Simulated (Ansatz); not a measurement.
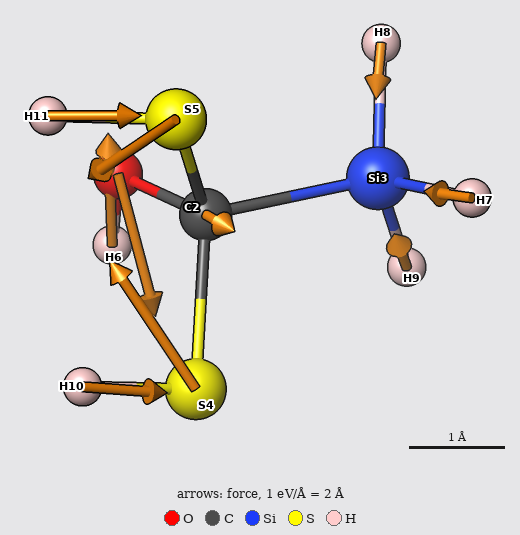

Starting geometry of CH6OS2Si with the computed forces as orange arrows. The picture is a ball-and-stick view, seen at a tilt.

The start comes from PBE-D4/def2-SVP.

The calculation used RKS PBE0-D4/def2-TZVP (Ansatz). Settings: force threshold 0.005 eV/Å; at most 150 steps.

**What follows when this structure is relaxed?**

It isn't relaxed: the largest force vector, on an S atom, is 0.84 eV/Å. The final displacements have little in common with the starting forces (cosine between the two patterns 0.22). An H atom moves most after the best rigid fit: 0.30 Å. Largest moves by element: H 0.30 Å, S 0.15 Å, O 0.08 Å, C 0.05 Å, Si 0.01 Å. Near-neighbour distances that change, for instance: C–S 1.860 → 1.821 Å, C–S 1.838 → 1.802 Å, H–S 1.365 → 1.346 Å, H–Si 1.505 → 1.486 Å. Among the angles between lasting bonds that change: C–S–H 93.4° → 95.8°. After 15 accepted moves (16 points after the start) the energy has fallen by 5.71 kJ/mol. Largest force component: 0.75 eV/Å at the start, 0.0016 eV/Å at the end. The line search rejected the trial step at point 6 of the run.
